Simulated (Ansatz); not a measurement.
# C2H3BOSe: one species, many methods

How much do the methods differ for C2H3BOSe? The plan is to run it at one geometry with functionals of several rungs and with coupled cluster, and see how far each lands from CCSD(T) at the basis-set limit for the atomisation energy.

Computed with Ansatz 0.2.0, Gaussian basis. Level: functionals in def2-TZVPP, the program's frozen cores in correlated methods.

Plan: PBE-D4, r2SCAN-D4, PBE0-D4, B3LYP-D4, ωB97X-V, ωB97M-V, B2PLYP; CCSD(T)/def2-TZVPP; MP2/def2-QZVPP; extrapolation to the limit.

**1. The relaxed structure**

All runs share one geometry, relaxed beforehand with PBE0-D4 in a triple-zeta def2 set.

SMILES `BOC=C=[Se]`, 8 atoms, charge 0, spin multiplicity 1.

Atoms are counted from 1 here; the program's logs count them from 0.

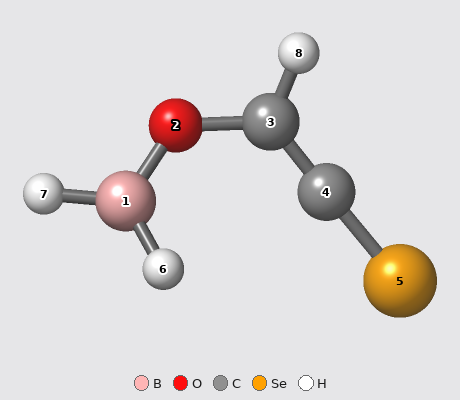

The geometry (boron pink, oxygen red, carbon grey, selenium orange, hydrogen white); atoms are numbered from 1 in the order of the file.

**2. PBE-D4 (GGA)**

File in.yaml:

```yaml
crystal:
  periodic: [false, false, false]
  atoms:
    - {symbol: B, position_ang: [1.089597, 0.054618, 1.024071]}
    - {symbol: O, position_ang: [0.290831, -0.904389, 0.499099]}
    - {symbol: C, position_ang: [-0.767403, -0.651753, -0.334311]}
    - {symbol: C, position_ang: [-0.848395, 0.348185, -1.178030]}
    - {symbol: Se, position_ang: [-0.970427, 1.613264, -2.294632]}
    - {symbol: H, position_ang: [0.860160, 1.212023, 0.822817]}
    - {symbol: H, position_ang: [1.999818, -0.341322, 1.686487]}
    - {symbol: H, position_ang: [-1.561879, -1.387725, -0.281202]}
basis:
  gaussian: {orbitals: def2-TZVPP}
hamiltonian: {xc: pbe, dispersion: d4}
output: {forces: true, orbitals: {seedname: orbitals}}
```

Command:

```
$ ansatz run in.yaml --threads 4 --pin off --events-out ev --progress --plain --max-ram 10444MiB
```

After this run come: r2SCAN-D4 (meta-GGA); PBE0-D4 (hybrid); B3LYP-D4 (hybrid); ωB97X-V (range-separated); ωB97M-V (range-separated); B2PLYP (double hybrid); CCSD(T) in def2-TZVPP; MP2 in def2-QZVPP.

Before running them: what should the planned runs give, taken together? Wanted: atomisation energy, CCSD(T)/CBS; farthest; mean size of error, hybrid; mean size of error, range-separated; gap, smallest and largest; T1 diagnostic; triples share of the correlation energy.

The runs gave:

| quantity | value |
| --- | --- |
| atomisation energy, CCSD(T)/CBS | 3148.8 kJ/mol |
| functionals within 31.5 kJ/mol (1.0 %) | B3LYP-D4, ωB97X-V, ωB97M-V, B2PLYP |
| farthest | PBE-D4 (+146.0 kJ/mol) |
| mean size of error, hybrid | 27.6 kJ/mol |
| mean size of error, range-separated | 4.0 kJ/mol |
| gap, smallest and largest | 1.48 eV (PBE-D4), 7.67 eV (ωB97X-V) |
| T1 diagnostic | 0.0173 |
| triples share of the correlation energy | 4.6 % |

What this shows: PBE-D4 misses by +146.0 kJ/mol. Double hybrids carry the basis error of their MP2 part in triple zeta, and no dispersion term here, so their miss is partly the set-up's. The reference freezes the cores and leaves out relativity and excitations past (T), and its outer-core shells are covered unevenly, so misses under about 31.5 kJ/mol can't be ranked. All levels share the lack of spin-orbit coupling, which lowers the free heavy atoms and so the true binding. Hartree-Fock recovers 69 % of the binding; the rest is correlation. The gap grows from 1.5 to 7.7 eV across the functionals, mostly with the share of exact exchange. The restricted reference is unstable towards a spin-broken one. Correlated methods include outer-core shells of Se, which these sets cover unevenly.
